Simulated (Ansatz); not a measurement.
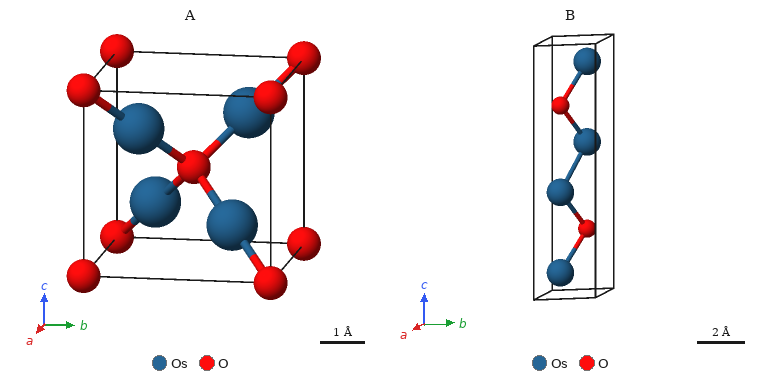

Two structures of Os2O, each relaxed to rest (conventional cells in solid outline, small ones repeated, not to one scale). Method: DFT PBE, scalar-relativistic, plane waves, PAW in Ansatz 0.2.0, without spin polarisation.

**Which structures are these?**

A: cuprite (Cu₂O) type, Pn-3m. B: 6 atoms a cell on a primitive hexagonal lattice, P6_3/mmc.

**A or B: which is lower in energy?**

B is lower, by 750 meV/atom at this level of theory (energies at zero smearing). Volumes: A 14.1, B 12.1 Å³/atom.

One or both may be structure types tried for this composition rather than known phases.
